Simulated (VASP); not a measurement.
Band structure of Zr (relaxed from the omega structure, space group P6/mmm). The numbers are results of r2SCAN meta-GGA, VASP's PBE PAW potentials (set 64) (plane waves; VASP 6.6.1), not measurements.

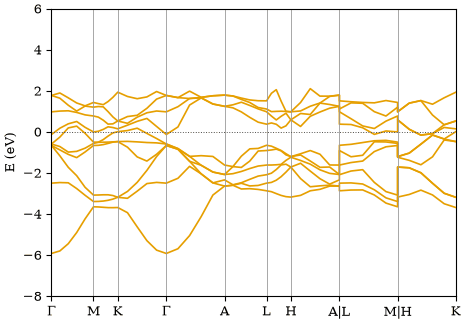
Bands along high-symmetry lines, zero at the valence-band maximum or, without a gap, the Fermi level

**Question.** Read the plot: is there a gap, and where are the band edges?

**Answer.** It has no gap at this level: it comes out as a metal or semimetal.

The structure was generated: Zr was put into the omega type (P6/mmm), which need not be its known phase. It was relaxed first.
